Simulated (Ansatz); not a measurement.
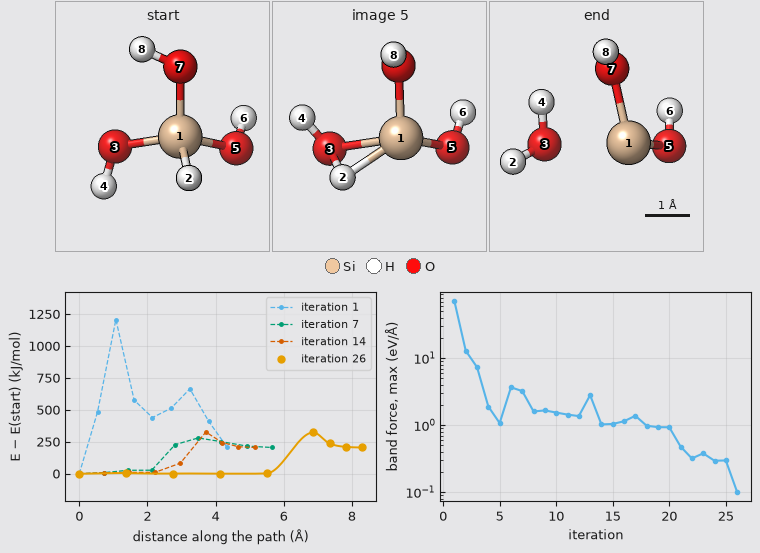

A nudged-elastic-band calculation for SiH4O3. Images are numbered from 0 (start) to 8 (end). The plot follows the band through its iterations. A ball-and-stick model, seen at a tilt.

Theory: RKS PBE0-D4/def2-SVP in Ansatz. Run with 7 movable images; climbing image; force threshold 0.2 eV/Å; iteration limit 60; starting path through a guess of the saddle point.

Did the band converge, and can the barrier be trusted?

Answer. The run met only a loose threshold, so the barrier can't be trusted yet. The band converged in 26 iterations. The largest component of the band force went from 71 to 0.1 eV/Å. The climbing image converged on the top of the path. Its curvatures weren't checked. The force threshold is so loose that the height of the top is at best an upper bound. The first iteration put the highest image at 1207.8 kJ/mol. Forward barrier 323.0 kJ/mol, backward barrier 117.7 kJ/mol, with image 5 at the top; the reaction energy is +205.4 kJ/mol.
